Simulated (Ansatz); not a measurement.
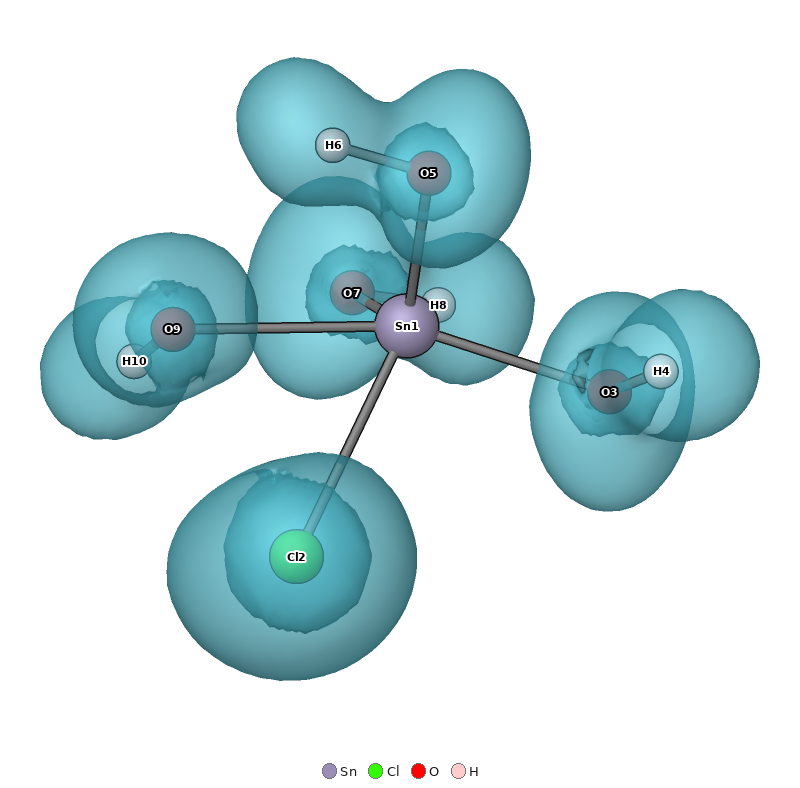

The picture shows: ClH4O4Sn (doublet). Isosurface of the electron localisation function at 0.75 (cyan), seen from one side. Only the valence region is drawn (cores and ρ < 0.01 e/Å³ removed).

Core potentials replace the inner electrons of Sn.

Computed with Ansatz, UKS PBE/def2-SVP.

Input file:

```
crystal:
  periodic: [false, false, false]
  atoms:
    - { symbol: Sn, position_ang: [-0.02181, -0.018023, -0.083421] }
    - { symbol: Cl, position_ang: [-0.020257, -0.024588, 2.317383] }
    - { symbol: O, position_ang: [1.826773, 0.011083, -0.809496] }
    - { symbol: H, position_ang: [2.204894, -0.888237, -0.7107] }
    - { symbol: O, position_ang: [-0.882768, 1.626806, -0.793166] }
    - { symbol: H, position_ang: [-1.848322, 1.460324, -0.841618] }
    - { symbol: O, position_ang: [-1.004385, -1.663887, -0.660723] }
    - { symbol: H, position_ang: [-1.329239, -2.125812, 0.138838] }
    - { symbol: O, position_ang: [-0.000565, -0.002371, 5.105079] }
    - { symbol: H, position_ang: [-0.53102, -0.824895, 4.952122] }
magnetization:
  spin_polarized: true
  initial_magnetization: 1
basis:
  gaussian: { orbitals: def2-SVP }
hamiltonian:
  xc: pbe
relax:
  f_tol: 0.03
  max_steps: 50
output:
  orbitals: {}
```

Launched as:

```sh
ansatz run input.yaml --threads 4 --pin off --max-ram 5120MiB --backend cpu --events-out ev --progress --plain --runs-dir out
```

The fields are those of the run's last geometry, not of the input's.

**Describe the localisation domains.**

The surface consists of one region wrapped around Cl (its valence shell) and four joined regions spread over several atoms (H, O), in which their bonds and any lone pairs are merged. Along the contacts the grid gives the following. Sn–O (2.00 Å): the ELF peaks at about 0.80 in the valence shell of O, 0.6 Å from its nucleus, and drops to about 0.15 between the two atoms. Sn–Cl (2.52 Å): the ELF peaks at about 0.85 in the valence shell of Cl, 0.9 Å from its nucleus, and drops to about 0.15 between the two atoms.
